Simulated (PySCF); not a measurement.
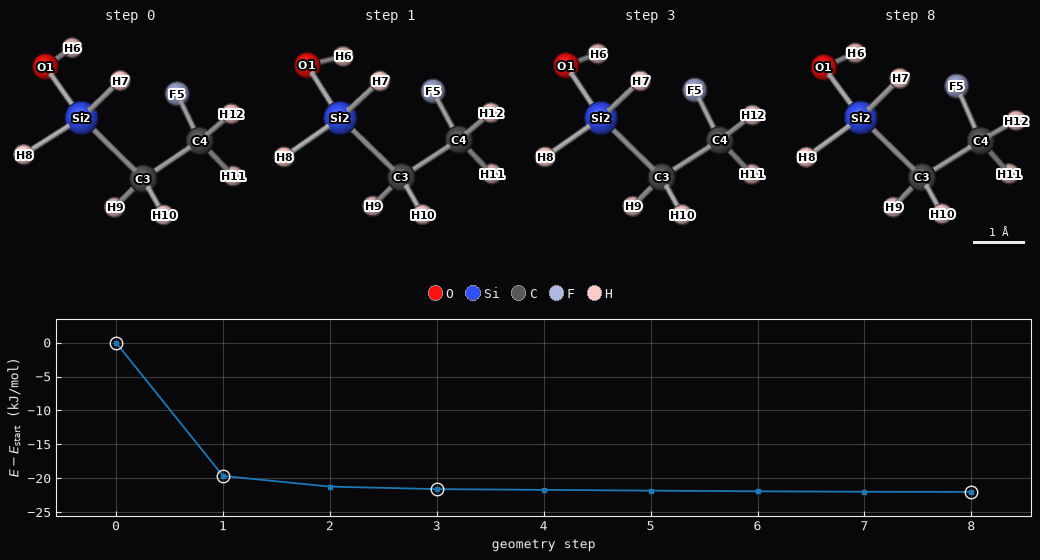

Frames of a relaxation of C₂H₇FOSi, marked on the history of the run. Style: ball-and-stick. Shown from a free direction.

The start comes from GFN2-xTB. Its atoms were then displaced at random by about 0.01 Å.

Theory: PBE0-D3(BJ)/def2-SVP geometry optimisation, gas phase (PySCF 2.14.0, density-fitted response routines). 

### Describe the path.

The energy falls by 22.0 kJ/mol in 8 geometry steps. F5 moves most after the best rigid fit: 0.21 Å. Largest moves by element: F 0.21 Å, H 0.16 Å, O 0.12 Å, C 0.04 Å, Si 0.04 Å. Some distances before and after: O1–Si2 1.613 → 1.663 Å, C4–H11 1.139 → 1.103 Å, Si2–C3 1.927 → 1.892 Å, Si2–H7 1.467 → 1.499 Å. Among the angles between lasting bonds that change: Si2–O1–H6 119.4° → 111.7°, O1–Si2–H8 102.3° → 107.5°, H7–Si2–H8 112.7° → 109.1°. From step 0 to 1: H6 moves most (0.28 Å), energy −19.6 kJ/mol. From step 1 to 3: H6 moves most (0.13 Å), energy −1.94 kJ/mol. From step 3 to 8: F5 moves most (0.14 Å), energy −0.42 kJ/mol.
